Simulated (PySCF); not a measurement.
Molecule: C3H10GeO2Si, SMILES [CH2]([GeH3])[SiH2]C(=O)OC. Atoms near the plane z = 0.0 Å, at the GFN2-xTB optimised geometry (x, y, z in Å): C1 (2.9, 1.6, 0.0), O2 (2.2, 0.4, 0.0), C3 (0.9, 0.4, 0.0), O4 (0.2, 1.4, 0.0), Si5 (0.1, -1.4, 0.0), C6 (-1.6, -1.1, 0.5), Ge7 (-2.4, 0.6, 0.1), H8 (3.9, 1.4, -0.1), H9 (2.7, 2.2, 0.9), H10 (2.5, 2.2, -0.8), H11 (1.0, -2.2, 0.9), H14 (-2.3, -1.9, 0.1), H16 (-2.2, 1.7, 1.0), H17 (-3.9, 0.4, 0.1).

Calculation: CAM-B3LYP/def2-SVP run with PySCF. Cells within 0.4 Å of a nucleus heavier than hydrogen are left out (blank, or x). The values are rescaled to run from 0 to 1.

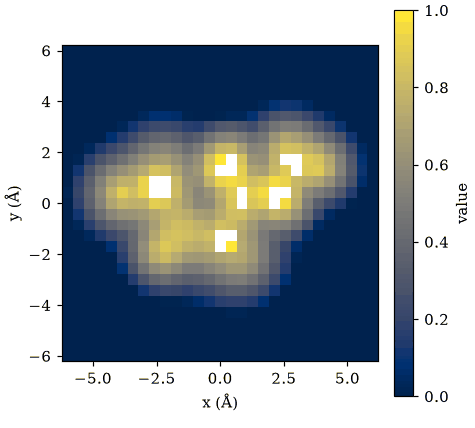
Figure: a field on the plane z = 0.0 Å.

### Question
Which quantity is mapped?
A. an orbital amplitude
B. electron localisation function
C. log10 of the electron density
D. Laplacian of the electron density

### Answer
C, log10 of the electron density. In full: log10 of the electron density (e/bohr³), floored at −4.
